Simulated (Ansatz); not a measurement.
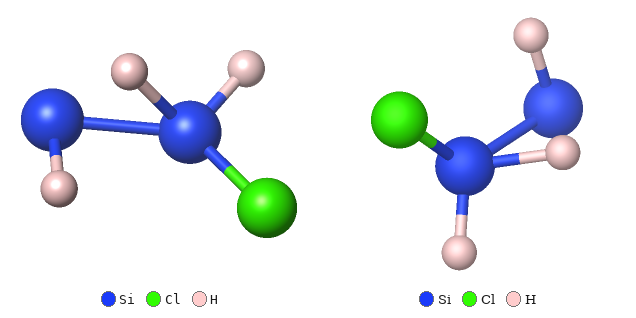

Two views of one molecule.

Give the formula.

ClH3Si2, 6 atoms: 1 chlorine, 3 hydrogen and 2 silicon.

Give the symmetry (Schoenflies symbol).

C1.

How many sets of symmetry-equivalent atoms are there?

6: 1 Si, 1 Si, 1 Cl, 1 H, 1 H, 1 H.

The parts below concern this one geometry. Atoms keep their numbers from picture to picture. The geometry was computed by an optimisation with PBE0-D4/def2-TZVP. No frequency run is at hand to confirm it as a minimum.

## Shape

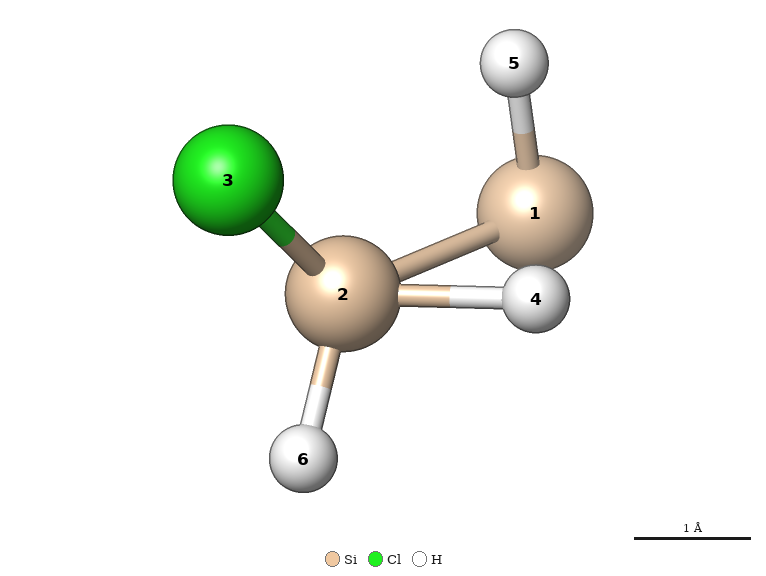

No frequency run is at hand to confirm it as a minimum.

Estimate the angles Si2–Si1–H5, Si1–Si2–Cl3, Si1–Si2–H4, Si1–Si2–H6, Cl3–Si2–H4, Cl3–Si2–H6, H4–Si2–H6.

| angle | degrees |
| --- | --- |
| Si2–Si1–H5 | 83.5 |
| Si1–Si2–Cl3 | 129.7 |
| Si1–Si2–H4 | 50.1 |
| Si1–Si2–H6 | 123.9 |
| Cl3–Si2–H4 | 112.3 |
| Cl3–Si2–H6 | 104.4 |
| H4–Si2–H6 | 100.5 |

## Dipole moment

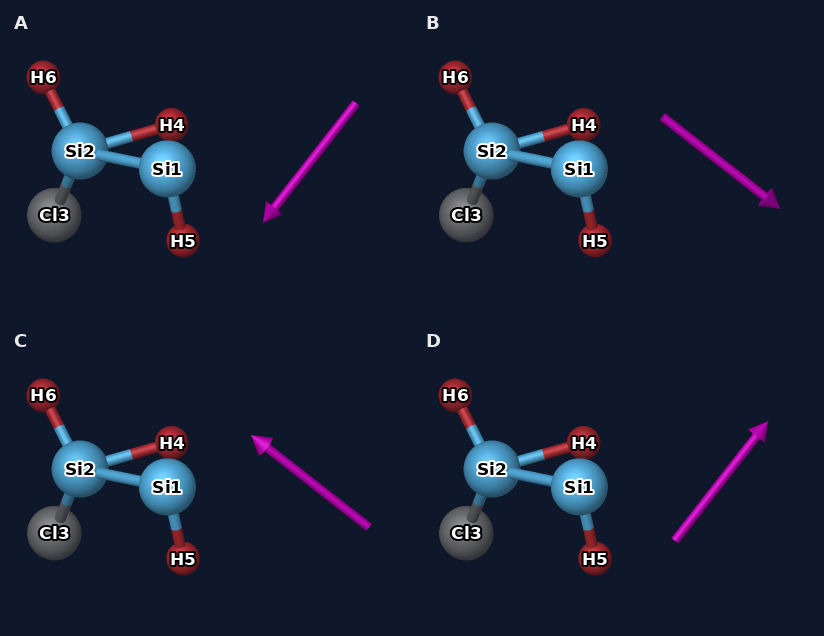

The same molecule four times, each with an arrow. No frequency run is at hand to confirm it as a minimum. Method: RKS PBE0-D4/def2-TZVP (Ansatz 0.2.0).

Which arrow points along the dipole moment, from the negative to the positive end?

C. The dipole moment is 0.68 D; it points from the side of H5 to the side of H6 (the outermost atoms at the two ends).

## Electronic properties

No frequency run is at hand to confirm it as a minimum. Level of theory: RKS PBE0-D4/def2-TZVPP (Ansatz 0.2.0).

Computed properties:

- HOMO energy (Kohn–Sham orbital): −7.15 eV
- LUMO energy (Kohn–Sham orbital): −1.99 eV
- HOMO–LUMO gap: 5.17 eV

## Charges

The questions are on Mulliken charges. No frequency run is at hand to confirm it as a minimum. Level of theory: RKS PBE0-D4/def2-TZVP (Ansatz 0.2.0).

List the Mulliken charges.

```csv
atom,value (e)
Si1,−0.14
Si2,0.25
Cl3,−0.20
H4,0.06
H5,0.02
H6,0.01
```

Mulliken values depend strongly on the basis set and can even reverse the polarity of a bond.
